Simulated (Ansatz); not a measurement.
**Geometry relaxation, with input and output: CH7BO (part 3 of 3)**

Continued. System: CH7BO. Method: RKS PBE0/def2-SVP (Ansatz 0.2.0). It belongs to a series of runs on one base structure; here: end point B relaxed.

Trajectory as extended XYZ, continued
```
10
Properties=species:S:1:pos:R:3:forces:R:3 step=33 energy=-3867.74034
B    -0.1069   -0.5106   -1.3386   -0.0314   0.0152   0.0048
C     0.0170   -0.2544    2.8589    0.0052  -0.0075   0.0157
H    -0.5221    0.5588    3.3625    0.0011  -0.0022  -0.0012
H     0.9061   -0.5211    3.4462   -0.0019   0.0015   0.0001
H     0.3188    0.0775    1.8573   -0.0044   0.0082  -0.0113
O     0.9012    0.2048   -0.8043   -0.0803   0.0779  -0.1070
H     1.5921   -0.3417   -0.4227    0.1055  -0.0869   0.1037
H    -0.9959    0.1154   -1.8648   -0.0100   0.0019   0.0057
H    -0.1086   -1.7227   -1.2846    0.0175  -0.0089  -0.0149
H    -0.6404   -1.1300    2.7730   -0.0013   0.0010   0.0045
10
Properties=species:S:1:pos:R:3:forces:R:3 step=34 energy=-3867.74143
B    -0.1007   -0.5121   -1.3930    0.1082   0.0964   0.1325
C     0.0213   -0.2500    2.8882    0.0381  -0.0253  -0.0272
H    -0.5027    0.5610    3.4117    0.0089  -0.0060  -0.0119
H     0.9427   -0.5007    3.4351   -0.0622   0.0108  -0.0383
H     0.2704    0.0779    1.8679   -0.0253  -0.0189   0.0759
O     0.8831    0.1942   -0.7933   -0.1267  -0.0952  -0.0991
H     1.5497   -0.3587   -0.3710   -0.0291  -0.0023  -0.0150
H    -0.9694    0.1245   -1.9422    0.0341  -0.0056  -0.0037
H    -0.1023   -1.7255   -1.3621    0.0142   0.0055  -0.0189
H    -0.6310   -1.1344    2.8417    0.0399   0.0406   0.0056
10
Properties=species:S:1:pos:R:3:forces:R:3 step=35 energy=-3867.74218
B    -0.1001   -0.5114   -1.3931    0.0915   0.0710   0.0566
C     0.0202   -0.2498    2.8905    0.0144  -0.0144  -0.0119
H    -0.4994    0.5614    3.4176    0.0035  -0.0029  -0.0053
H     0.9476   -0.4968    3.4265   -0.0265   0.0042  -0.0168
H     0.2558    0.0756    1.8677   -0.0105  -0.0060   0.0324
O     0.8831    0.1925   -0.7929   -0.1232  -0.0414  -0.0805
H     1.5474   -0.3616   -0.3709    0.0111  -0.0273   0.0135
H    -0.9634    0.1268   -1.9486    0.0166  -0.0053   0.0092
H    -0.1006   -1.7248   -1.3680    0.0038   0.0020  -0.0026
H    -0.6294   -1.1356    2.8540    0.0193   0.0202   0.0054
10
Properties=species:S:1:pos:R:3:forces:R:3 step=36 energy=-3867.74285
B    -0.0955   -0.5109   -1.4098    0.0320   0.0322   0.0118
C     0.0205   -0.2482    2.9007   -0.0031  -0.0018  -0.0009
H    -0.4898    0.5625    3.4372    0.0006  -0.0001   0.0006
H     0.9623   -0.4872    3.4128    0.0015   0.0000  -0.0007
H     0.2267    0.0737    1.8715    0.0007   0.0024  -0.0003
O     0.8754    0.1872   -0.7876   -0.0694  -0.0006  -0.0375
H     1.5301   -0.3708   -0.3562    0.0240  -0.0271   0.0160
H    -0.9488    0.1319   -1.9752    0.0117  -0.0066   0.0062
H    -0.0957   -1.7245   -1.3961    0.0004   0.0010   0.0008
H    -0.6238   -1.1375    2.8856    0.0015   0.0005   0.0041
10
Properties=species:S:1:pos:R:3:forces:R:3 step=37 energy=-3867.74337
B    -0.0864   -0.5103   -1.4594    0.0589   0.0488   0.0039
C     0.0246   -0.2440    2.9298    0.0253  -0.0117  -0.0339
H    -0.4633    0.5671    3.4869    0.0099  -0.0035  -0.0087
H     1.0019   -0.4621    3.3859   -0.0596   0.0089  -0.0307
H     0.1608    0.0668    1.8831   -0.0059  -0.0201   0.0760
O     0.8463    0.1741   -0.7652   -0.0871  -0.0429  -0.0437
H     1.4766   -0.3927   -0.3077   -0.0103  -0.0069  -0.0092
H    -0.9068    0.1440   -2.0621    0.0352  -0.0147   0.0348
H    -0.0843   -1.7245   -1.4768    0.0010   0.0144   0.0133
H    -0.6081   -1.1424    2.9685    0.0325   0.0276  -0.0018
10
Properties=species:S:1:pos:R:3:forces:R:3 step=38 energy=-3867.74375
B    -0.0814   -0.5099   -1.4671   -0.0586  -0.0111  -0.0226
C     0.0243   -0.2428    2.9328    0.0203  -0.0031  -0.0260
H    -0.4588    0.5672    3.4955    0.0105  -0.0027  -0.0060
H     1.0077   -0.4579    3.3761   -0.0478   0.0085  -0.0231
H     0.1461    0.0679    1.8848   -0.0023  -0.0166   0.0589
O     0.8410    0.1704   -0.7612    0.0123   0.0143   0.0141
H     1.4674   -0.3992   -0.3021    0.0034  -0.0029  -0.0004
H    -0.9005    0.1470   -2.0677    0.0316  -0.0135   0.0102
H    -0.0800   -1.7240   -1.4884    0.0086   0.0121  -0.0022
H    -0.6047   -1.1427    2.9802    0.0220   0.0151  -0.0029
10
Properties=species:S:1:pos:R:3:forces:R:3 step=39 energy=-3867.74396
B    -0.0818   -0.5105   -1.4707   -0.0456  -0.0153  -0.0294
C     0.0259   -0.2417    2.9343    0.0142   0.0000  -0.0166
H    -0.4568    0.5675    3.4984    0.0084  -0.0022  -0.0042
H     1.0095   -0.4567    3.3759   -0.0318   0.0060  -0.0143
H     0.1465    0.0700    1.8871   -0.0024  -0.0109   0.0389
O     0.8338    0.1684   -0.7549    0.0264   0.0074   0.0257
H     1.4588   -0.4024   -0.2948   -0.0067   0.0065  -0.0055
H    -0.8964    0.1478   -2.0751    0.0192  -0.0098   0.0081
H    -0.0764   -1.7244   -1.4987    0.0045   0.0101  -0.0003
H    -0.6020   -1.1419    2.9816    0.0139   0.0083  -0.0024
10
Properties=species:S:1:pos:R:3:forces:R:3 step=40 energy=-3867.74420
B    -0.0774   -0.5135   -1.5135    0.1138   0.0526   0.0828
C     0.0358   -0.2338    2.9547    0.0145   0.0055   0.0028
H    -0.4344    0.5708    3.5358    0.0081  -0.0054  -0.0054
H     1.0352   -0.4403    3.3623   -0.0154   0.0038  -0.0004
H     0.1194    0.0800    1.9055   -0.0089  -0.0024   0.0106
O     0.7841    0.1514   -0.7129   -0.0683  -0.1344  -0.0736
H     1.3903   -0.4292   -0.2373   -0.0612   0.0417  -0.0408
H    -0.8583    0.1567   -2.1472    0.0079   0.0024   0.0168
H    -0.0523   -1.7261   -1.5868    0.0077   0.0362   0.0114
H    -0.5812   -1.1398    3.0225    0.0018   0.0000  -0.0043
10
Properties=species:S:1:pos:R:3:forces:R:3 step=41 energy=-3867.74472
B    -0.0737   -0.5142   -1.5257    0.0607  -0.0058  -0.0168
C     0.0370   -0.2300    2.9628    0.0143   0.0176   0.0126
H    -0.4262    0.5697    3.5561    0.0113  -0.0066  -0.0034
H     1.0454   -0.4325    3.3490   -0.0077   0.0064   0.0041
H     0.0972    0.0882    1.9137   -0.0060  -0.0002  -0.0056
O     0.7694    0.1420   -0.7042    0.0072  -0.0815   0.0173
H     1.3669   -0.4444   -0.2252   -0.0401   0.0453  -0.0275
H    -0.8428    0.1622   -2.1652   -0.0234   0.0073   0.0039
H    -0.0393   -1.7254   -1.6183   -0.0052   0.0334   0.0202
H    -0.5727   -1.1395    3.0401   -0.0112  -0.0159  -0.0050
10
Properties=species:S:1:pos:R:3:forces:R:3 step=42 energy=-3867.74507
B    -0.0668   -0.5149   -1.5438   -0.0340  -0.0243   0.0027
C     0.0397   -0.2264    2.9711    0.0103   0.0107   0.0053
H    -0.4194    0.5691    3.5729    0.0075  -0.0040  -0.0014
H     1.0529   -0.4269    3.3458   -0.0067   0.0050   0.0018
H     0.0870    0.0966    1.9226   -0.0043  -0.0017   0.0006
O     0.7528    0.1331   -0.6948    0.0389  -0.0325   0.0253
H     1.3425   -0.4568   -0.2118   -0.0139   0.0289  -0.0109
H    -0.8334    0.1653   -2.1827   -0.0020   0.0065  -0.0162
H    -0.0278   -1.7245   -1.6473    0.0105   0.0200  -0.0032
H    -0.5663   -1.1385    3.0510   -0.0064  -0.0086  -0.0039
10
Properties=species:S:1:pos:R:3:forces:R:3 step=43 energy=-3867.74533
B    -0.0619   -0.5166   -1.5641   -0.0174  -0.0096   0.0178
C     0.0424   -0.2212    2.9830    0.0145   0.0121  -0.0025
H    -0.4092    0.5677    3.5993    0.0103  -0.0072  -0.0041
H     1.0646   -0.4179    3.3359   -0.0194   0.0081  -0.0040
H     0.0659    0.1088    1.9354   -0.0017  -0.0076   0.0164
O     0.7321    0.1206   -0.6821    0.0110  -0.0413   0.0000
H     1.3126   -0.4749   -0.1954   -0.0050   0.0218  -0.0035
H    -0.8167    0.1708   -2.2094   -0.0004   0.0061  -0.0144
H    -0.0120   -1.7237   -1.6894    0.0109   0.0217  -0.0010
H    -0.5566   -1.1375    3.0697   -0.0027  -0.0041  -0.0046
10
Properties=species:S:1:pos:R:3:forces:R:3 step=44 energy=-3867.74209 accepted=F
B    -0.0465   -0.5221   -1.6315    0.2089   0.1436   0.3191
C     0.0544   -0.2034    3.0209    0.0441   0.0322  -0.0475
H    -0.3748    0.5642    3.6814    0.0358  -0.0353  -0.0372
H     1.1017   -0.3879    3.3095   -0.1095   0.0260  -0.0306
H     0.0080    0.1491    1.9777    0.0103  -0.0450   0.1267
O     0.6515    0.0762   -0.6314   -0.2630  -0.2426  -0.3839
H     1.2028   -0.5374   -0.1334   -0.0098   0.0008  -0.0105
H    -0.7601    0.1895   -2.3005    0.0378  -0.0014   0.0354
H     0.0473   -1.7191   -1.8347    0.0245   0.0982   0.0414
H    -0.5230   -1.1330    3.1250    0.0208   0.0235  -0.0128
10
Properties=species:S:1:pos:R:3:forces:R:3 step=45 energy=-3867.73538 accepted=F
B    -0.0819   -0.5217   -1.5620    0.3367   0.0352  -0.0026
C     0.0425   -0.2203    2.9835    0.0015   0.0006  -0.0046
H    -0.4059    0.5685    3.6019   -0.0135  -0.0056  -0.0085
H     1.0645   -0.4151    3.3361    0.0001  -0.0117  -0.0095
H     0.0637    0.1087    1.9360    0.0079   0.0112   0.0060
O     0.7287    0.0975   -0.6841   -0.2091   0.4497  -0.0288
H     1.3205   -0.4680   -0.1858    0.0664  -0.2518   0.0283
H    -0.8159    0.1823   -2.2165   -0.0367  -0.0573   0.0709
H     0.0014   -1.7185   -1.6935   -0.1587  -0.1772  -0.0680
H    -0.5565   -1.1373    3.0674    0.0054   0.0069   0.0169
10
Properties=species:S:1:pos:R:3:forces:R:3 step=46 energy=-3867.74545
B    -0.0624   -0.5173   -1.5638   -0.0060  -0.0031   0.0106
C     0.0437   -0.2199    2.9814    0.0069   0.0058   0.0011
H    -0.4072    0.5673    3.6002    0.0054  -0.0039  -0.0016
H     1.0661   -0.4166    3.3327   -0.0092   0.0040  -0.0016
H     0.0656    0.1123    1.9348   -0.0012  -0.0027   0.0068
O     0.7251    0.1164   -0.6736    0.0040  -0.0208  -0.0055
H     1.3065   -0.4788   -0.1880   -0.0033   0.0091   0.0009
H    -0.8146    0.1723   -2.2103   -0.0010   0.0025  -0.0064
H    -0.0068   -1.7229   -1.6969    0.0058   0.0110  -0.0021
H    -0.5548   -1.1368    3.0665   -0.0013  -0.0018  -0.0021
10
Properties=species:S:1:pos:R:3:forces:R:3 step=47 energy=-3867.74557
B    -0.0564   -0.5208   -1.5942    0.0799   0.0549   0.0969
C     0.0506   -0.2103    2.9972    0.0009   0.0023  -0.0062
H    -0.3912    0.5648    3.6376    0.0045  -0.0076  -0.0063
H     1.0829   -0.4024    3.3216   -0.0130   0.0025  -0.0057
H     0.0438    0.1357    1.9544    0.0014  -0.0051   0.0210
O     0.6821    0.0917   -0.6440   -0.1015  -0.0566  -0.1258
H     1.2511   -0.5108   -0.1538    0.0063  -0.0178   0.0065
H    -0.7893    0.1818   -2.2502    0.0110  -0.0052   0.0133
H     0.0259   -1.7198   -1.7700    0.0041   0.0231   0.0064
H    -0.5384   -1.1336    3.0845    0.0065   0.0095  -0.0001
10
Properties=species:S:1:pos:R:3:forces:R:3 step=48 energy=-3867.74580
B    -0.0572   -0.5206   -1.5905    0.0373   0.0234   0.0449
C     0.0493   -0.2111    2.9960    0.0012   0.0017  -0.0029
H    -0.3933    0.5649    3.6345    0.0021  -0.0039  -0.0024
H     1.0799   -0.4050    3.3238   -0.0068   0.0013  -0.0029
H     0.0469    0.1346    1.9534    0.0009  -0.0022   0.0098
O     0.6882    0.0935   -0.6499   -0.0467  -0.0158  -0.0539
H     1.2604   -0.5074   -0.1613    0.0039  -0.0129   0.0038
H    -0.7946    0.1803   -2.2427    0.0052  -0.0045   0.0052
H     0.0233   -1.7199   -1.7616   -0.0001   0.0083  -0.0021
H    -0.5416   -1.1332    3.0813    0.0031   0.0045   0.0005
10
Properties=species:S:1:pos:R:3:forces:R:3 step=49 energy=-3867.74597
B    -0.0556   -0.5218   -1.5983    0.0197   0.0062   0.0091
C     0.0504   -0.2081    3.0015    0.0013   0.0024  -0.0017
H    -0.3895    0.5643    3.6462    0.0013  -0.0020  -0.0005
H     1.0829   -0.4024    3.3228   -0.0031   0.0008  -0.0010
H     0.0422    0.1428    1.9608    0.0006  -0.0011   0.0039
O     0.6776    0.0859   -0.6454   -0.0166  -0.0044  -0.0132
H     1.2487   -0.5173   -0.1580   -0.0004  -0.0051   0.0001
H    -0.7907    0.1821   -2.2495   -0.0005  -0.0036   0.0033
H     0.0341   -1.7184   -1.7825   -0.0029   0.0056  -0.0006
H    -0.5389   -1.1311    3.0854    0.0006   0.0011   0.0006
```

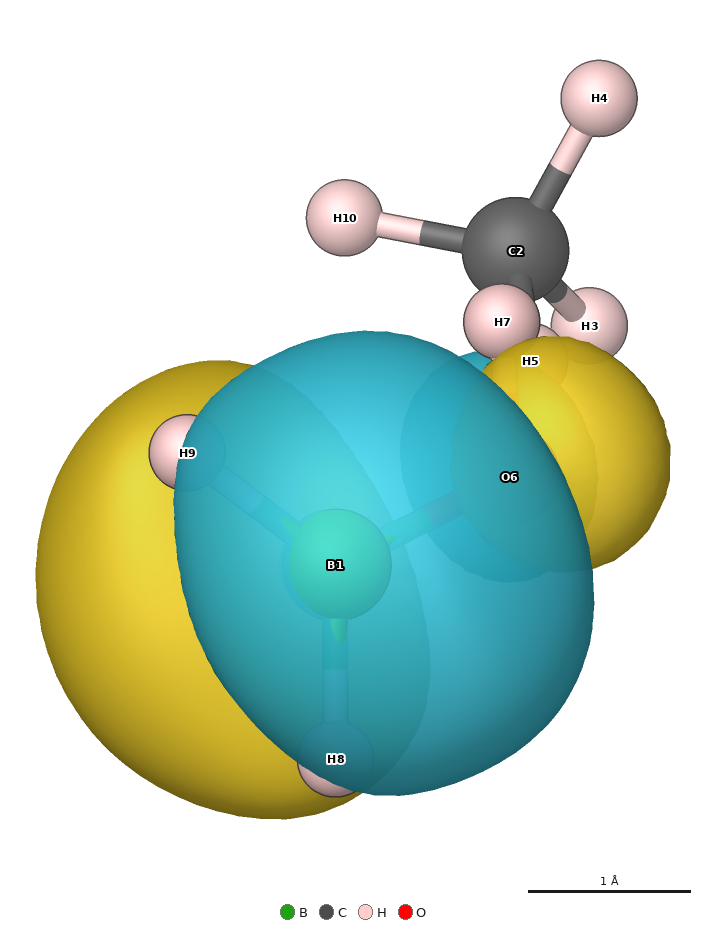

Fig. 1: The LUMO at ±0.1 Å⁻³ᐟ² (yellow and cyan are the two phases), seen at an oblique angle. Its weight (Hirshfeld) is mainly on B1 (65 %) and O6 (15 %). Its energy is −0.23 eV.

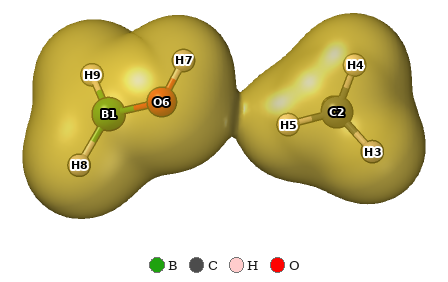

Fig. 2: Isosurface of the total electron density at 0.03 e/Å³ (yellow), seen face on. At this value the surface is in one piece. On the grid the lowest density along these lines, outside the cores, is 0.04 e/Å³ (O···H, 2.68 Å), 1.6 e/Å³ (B–O, 1.35 Å), 2.4 e/Å³ (O–H, 0.96 Å) and 1.8 e/Å³ (C–H, 1.10 Å).

This output came from the following input.

The input
```yaml
crystal:
  periodic: [false, false, false]
  atoms:
    - { symbol: B, position_ang: [-0.082053, -0.460549, -0.49538] }
    - { symbol: C, position_ang: [-0.049137, -0.217393, 2.298945] }
    - { symbol: H, position_ang: [-0.986997, -0.082005, 2.853825] }
    - { symbol: H, position_ang: [0.732843, -0.587082, 2.977061] }
    - { symbol: H, position_ang: [0.259345, 0.743587, 1.868768] }
    - { symbol: O, position_ang: [1.129987, 0.005586, -0.863555] }
    - { symbol: H, position_ang: [1.811777, -0.670653, -0.851538] }
    - { symbol: H, position_ang: [-0.988542, 0.334893, -0.463594] }
    - { symbol: H, position_ang: [-0.250854, -1.621473, -0.246722] }
    - { symbol: H, position_ang: [-0.215168, -0.968812, 1.505191] }
basis:
  gaussian: { orbitals: def2-SVP }
hamiltonian:
  xc: pbe0
relax:
  f_tol: 0.03
  max_steps: 50
output:
  orbitals: {}
```

Command:
```bash
ansatz run input.yaml --threads 1 --pin off --max-ram 2048MiB --backend cpu --events-out ev --progress --plain --runs-dir out
```

Key numbers

| quantity | value |
| --- | --- |
| outcome | converged |
| total energy | −3867.7460 eV |
| mean-field energy | −3867.7460 eV |
| largest force (length of the vector) at the end | 0.023 eV/Å |
| hardware | 1 thread of Arm Neoverse V2, 24 GiB of memory available, shared host |
| wall time | 88 s |
| peak memory | 0.16 GiB |
